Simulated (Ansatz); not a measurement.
Molecule (SMILES): [BH2] (BH2), doublet.
Atoms: B1, H2, H3. Bonds: B1-H2, B1-H3.

Basis-set convergence of the harmonic zero-point energy at PBE0 with Ansatz (a quantum-chemistry and plane-wave program). Each level at its own minimum, finite differences of forces, unscaled; the reference is a large set that could be run, not a limit. Cartesian d functions, on some or all atoms, in 6-31G**; all else is spherical. The program fits the integrals of some runs and decomposes those of others, by size. Open shells are unrestricted. No added dispersion term, no relativity. Reference: the value in def2-QZVPPD, 9.03 kcal/mol. Deviations are taken from unrounded values.

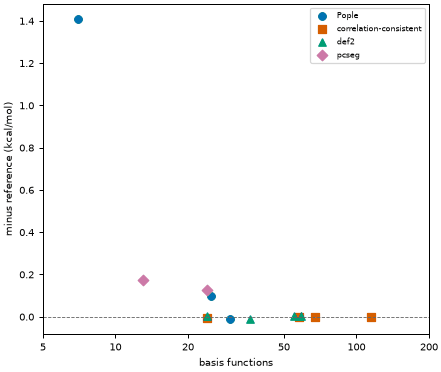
Fig. 1. Deviation from the reference against the number of basis functions, by family of sets.

| basis | functions | harmonic zero-point energy (kcal/mol) | minus reference (kcal/mol) |
|---|---|---|---|
| STO-3G | 7 | 10.44 | 1.41 |
| pcseg-0 | 13 | 9.20 | 0.18 |
| cc-pVDZ | 24 | 9.02 | -0.01 |
| def2-SVP | 24 | 9.03 | 0.00 |
| pcseg-1 | 24 | 9.15 | 0.13 |
| 6-31G** | 25 | 9.13 | 0.10 |
| 6-311G** | 30 | 9.02 | -0.01 |
| def2-SVPD | 36 | 9.02 | -0.01 |
| def2-TZVPD | 55 | 9.03 | 0.00 |
| cc-pVTZ | 58 | 9.03 | 0.00 |
| def2-TZVPP | 59 | 9.03 | 0.00 |
| jun-cc-pV(T+d)Z | 67 | 9.03 | 0.00 |
| cc-pVQZ | 115 | 9.03 | 0.00 |
